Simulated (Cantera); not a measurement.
Charge: 1 mol Ti(OiPr)4, 0.17 mol C3H8, held at 1.00 bar.

Method: chemical equilibrium by Gibbs-energy minimisation in Cantera with the NASA 1993 tables (ideal gas, pure condensed phases). Candidate condensed phases: C, C6H6, C7H8, C8H18, H2O, Ti, TiC, TiO, TiO2, Ti2O3, Ti3O5, Ti4O7; 113 gas species. The feed counts by its element totals alone. Mutual solubility and eutectic melting of coexisting phases are not modelled. TiC: taken at fixed stoichiometry. The numbers say what is thermodynamically allowed, not how fast it happens.

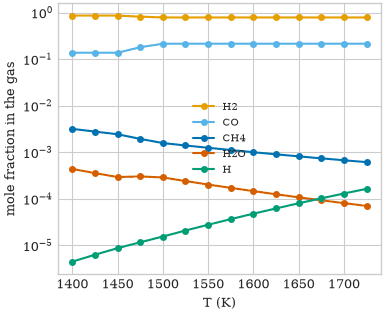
Equilibrium gas composition (values under 1e-9 drawn at 1e-9)

From 1400 K to 1450 K the condensed part is C(graphite) + Ti3O5(s). At 1475 K the condensed part is C(graphite) + TiC(s) + Ti3O5(s). From 1500 K to 1725 K the condensed part is C(graphite) + TiC(s).
